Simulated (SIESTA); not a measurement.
Band structure of MgAl (P-6m2, 2 atoms in the cell).

```xyz
2
Lattice="2.9938 0.0000 0.0000 -1.4969 2.5927 0.0000 0.0000 0.0000 4.8515" Properties=species:S:1:pos:R:3 pbc="T T T"
Mg     0.0000     0.0000     2.4257
Al     0.0000     1.7285     0.0000
```

Level of theory: SIESTA with LDA PW92, numerical atomic orbitals DZP, PseudoDojo LDA standard norm-conserving potentials (rewritten from UPF to PSML).

Settings: XC.functional = LDA; XC.authors = PW92; potentials = PseudoDojo LDA standard; PAO.BasisSize = DZP; PAO.EnergyShift = 0.01 Ry; MeshCutoff = 400 Ry; kgrid.MonkhorstPack = 10 10 6; OccupationFunction = MP; OccupationMPOrder = 0; ElectronicTemperature = 1160.45 K; MaxSCFIterations = 150; SCF.Mixer.Method = Pulay; SCF.Mixer.Weight = 0.25; SCF.Mixer.History = 6.

The starting cell comes from a database of computed structures (which also holds hypothetical and non-ambient phases and stackings), without a prior relaxation at this level. Values carry the incompleteness of an atom-centred basis.

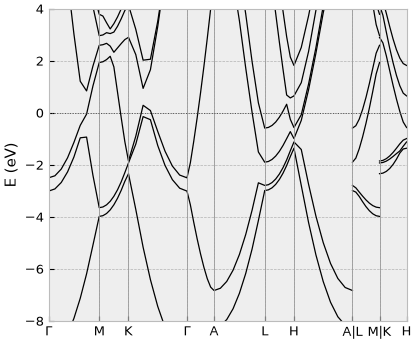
Figure: Bands along the path, energies from the Fermi level.

Levels in eV from the Fermi level, bands 4 to 9:
```tsv
point	4	5	6	7	8	9
Γ	-43.42	-9.28	-3.01	-2.50	10.73	10.73
M	-43.45	-3.98	-3.64	1.93	2.60	2.97
K	-43.45	-2.34	-1.93	-1.85	2.90	4.14
A	-43.42	-8.26	-6.83	5.05	5.34	10.98
L	-43.44	-2.99	-2.79	-1.90	-0.59	6.68
H	-43.45	-1.36	-1.12	-0.99	-0.56	0.65
```

Bands cross the Fermi level along this path, so the cell is metallic at this level.

Higher empty bands are left out: an atom-centred basis made for the valence describes them poorly.
